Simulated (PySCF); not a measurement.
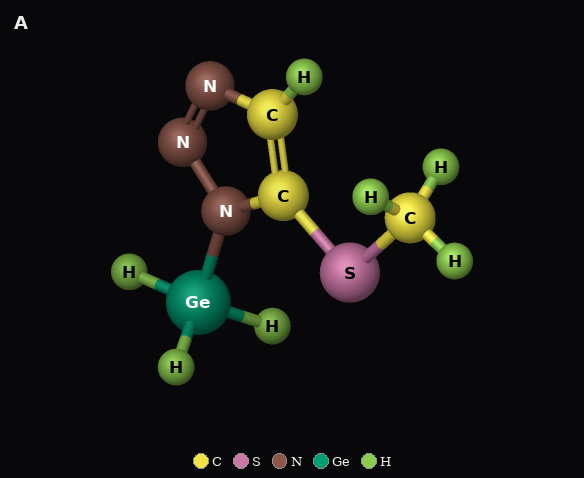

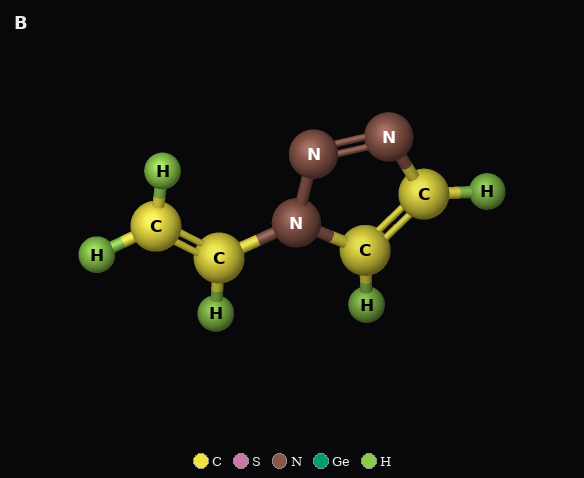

Two related species, optimised with GFN2-xTB; properties computed with PySCF 2.14.0. Both: charge 0, singlet.

What are A and B?

A is C3H7GeN3S, B is C4H5N3 (C=Cn1ccnn1).

Compare them. With PBE0/def2-SVPD: dipole moment (D), HOMO–LUMO gap (eV), HOMO energy (Kohn–Sham orbital) (eV), lowest vertical singlet excitation (eV), mean static polarisability (bohr³).

```tsv
quantity	A	B
dipole moment (D)	4.25	4.14
HOMO–LUMO gap (eV)	6.17	6.15
HOMO energy (Kohn–Sham orbital) (eV)	−6.49	−7.39
lowest vertical singlet excitation (eV)	4.85	4.92
mean static polarisability (bohr³)	103.3	67.9
```

Each is one conformer, and no frequency run is at hand to confirm it as a minimum.

The geometry is semi-empirical. Around Ge such bond lengths and angles can be off by a tenth of an ångström or more and by several degrees, and values that hang on the shape move with them.
